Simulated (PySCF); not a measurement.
C3H6O4Si (SMILES O=C[SiH2]OCC(=O)O)

Input file:

```
{"job": {"kind": "uv", "xc": "PBE0", "basis": "def2-SVPD", "nstates": 8, "ntriplets": 3}, "charge": 0, "multiplicity": 1}
O      1.241884     0.998249    -1.454643
C      1.692036    -0.083835    -1.162197
Si     1.342250    -0.919675     0.532621
O      0.364318     0.017986     1.436057
C     -0.756780     0.723841     1.042603
C     -1.396388     0.134858    -0.192150
O     -0.964980    -0.833138    -0.760604
O     -2.482139     0.791562    -0.575471
H      2.323466    -0.615939    -1.904229
H      2.543200    -0.812248     1.356701
H      0.922391    -2.298056     0.317643
H     -1.490568     0.723896     1.857966
H     -0.490665     1.764206     0.813659
H     -2.848704     0.407823    -1.389860
```

Launched as:

```sh
OMP_NUM_THREADS=1 python probes_run.py task.json out
```

Geometry: GFN2-xTB.

Method: PySCF 2.14.0, PBE0/def2-SVPD, SCF density, gas phase.

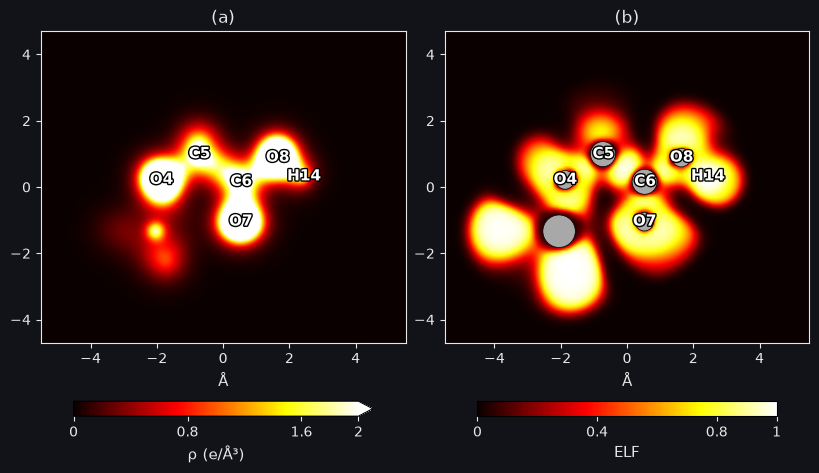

Figure 1. (a) electron density; (b) electron localisation function on the plane of atoms C6, O8 and H14. Grey discs cover the atomic cores in the ELF map.

### What does the map show?

- The plane passes through O, C and H nuclei.
- C–O (1.20 Å): ρ at the midpoint is about 3.4 e/Å³; the ELF peaks at about 0.85 between the atoms: a short, multiple covalent bond.
- C–C (1.51 Å): the density is about 1.8 e/Å³ at the midpoint; the ELF peaks at about 1 between the atoms: a shared electron pair.
- O–H (0.97 Å): ρ is about 3.7 e/Å³ halfway; the ELF climbs to about 1 towards the hydrogen, as it does in any bond to H (a covalent bond by its length).
- C–O (1.33 Å): ρ at the midpoint is about 2.6 e/Å³; the ELF peaks at about 0.90 between the atoms, as expected for a shared but strongly polarised pair.
- C–O (1.38 Å): ρ is about 2.2 e/Å³ halfway, with its minimum of 1.8 e/Å³ about 0.5 Å from C; the ELF peaks at about 0.90 between the atoms; a shared but strongly polarised pair.
- The ELF also peaks beside O7, O4 and O8, away from the bonds: lone-pair regions.

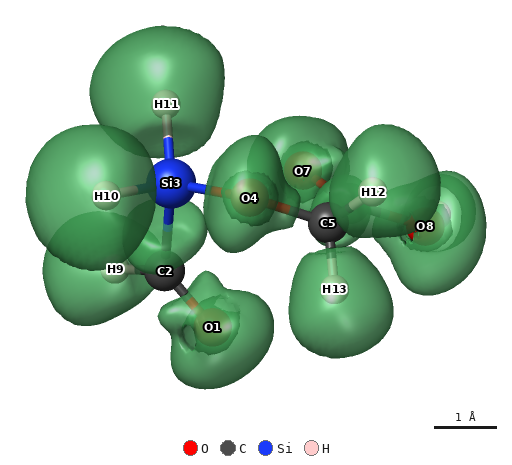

Figure 2. Isosurface of the ELF at 0.75 (green), seen from one side. Core shells and regions of very low density are left out.

### Describe the localisation domains.

The surface consists of one region between bonded C–C atoms (shared pairs), one region between bonded C–Si atoms (shared pairs), five regions around hydrogen nuclei, three regions on O in which the atom's valence shell and bonds are merged and one joined region spread over several atoms (H, O), in which their bonds and any lone pairs are merged.

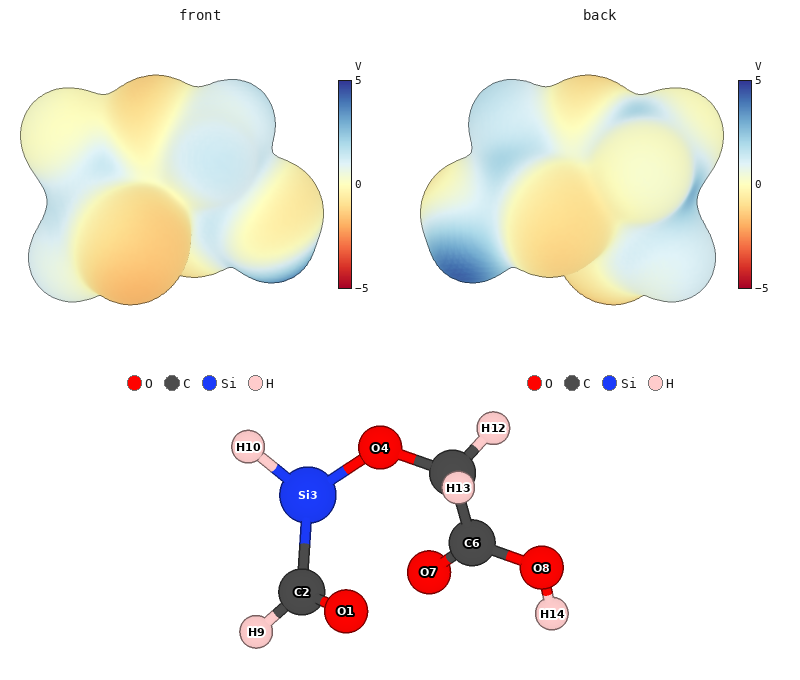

Figure 3. The molecular electrostatic potential painted on the density surface at 0.004 e/bohr³, seen from the front and from behind; red is negative and blue positive. The bare structure is drawn below in the same view.

### Describe the electrostatic potential map.

The most negative region (about −1.7 V, or −39 kcal/mol for a unit charge) lies over O1, the most positive (about +4.1 V, or +95 kcal/mol for a unit charge) over H14. O1 is the likeliest acceptor of a hydrogen bond.
